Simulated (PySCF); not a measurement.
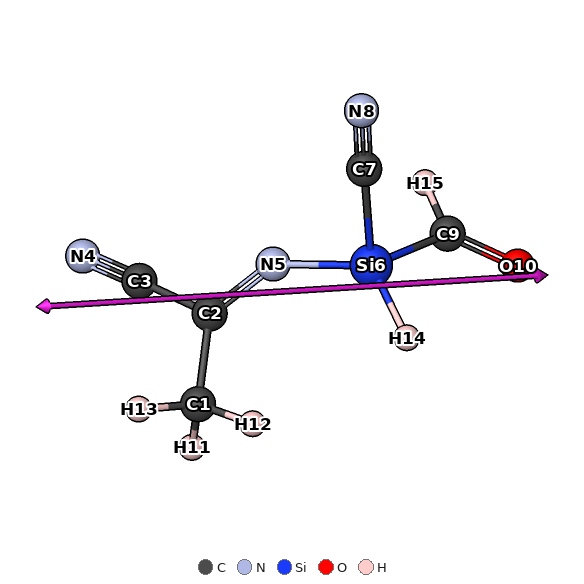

The double arrow shows the direction of the transition dipole to excited singlet state 7 (its length means nothing). Computed geometry: GFN2-xTB optimisation. No frequency run is at hand to confirm it as a minimum. Level of theory: TDDFT B3LYP/def2-SVPD, vertical, gas phase, core orbitals frozen in the response (PySCF 2.14.0).

> Give its energy, strength and character.

5.88 eV (211 nm), oscillator strength 0.053, mainly HOMO → LUMO+3 (weight 0.75); transition dipole 1.55 D.

The geometry is semi-empirical. Around Si such bond lengths and angles can be off by a tenth of an ångström or more and by several degrees, and values that hang on the shape move with them.
